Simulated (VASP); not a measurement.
Energy against volume of HfC (rock salt). All values below come from AM05 GGA, VASP's PBE PAW potentials (set 64) (plane waves; VASP).

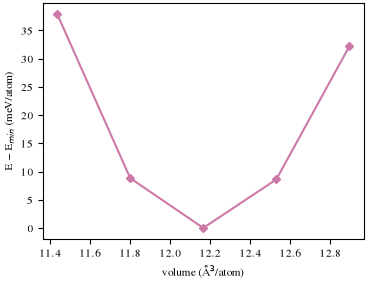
Figure: Energy against volume

### Question
Estimate the equilibrium volume and the bulk modulus.

### Answer
The minimum lies near 12.2 Å³/atom, and the curvature gives B0 of about 260 GPa.

Measured: a 4.638 Å (computed value off by -0.8 %), as given by Guo-Xu Zhang et al., New Journal of Physics (2018), doi:10.1088/1367-2630/aac7f0. The calculation is for a static lattice, while the measured a holds thermal and zero-point effects, which are part of the difference.

The compound is HfC in the rock salt structure. It was relaxed first.
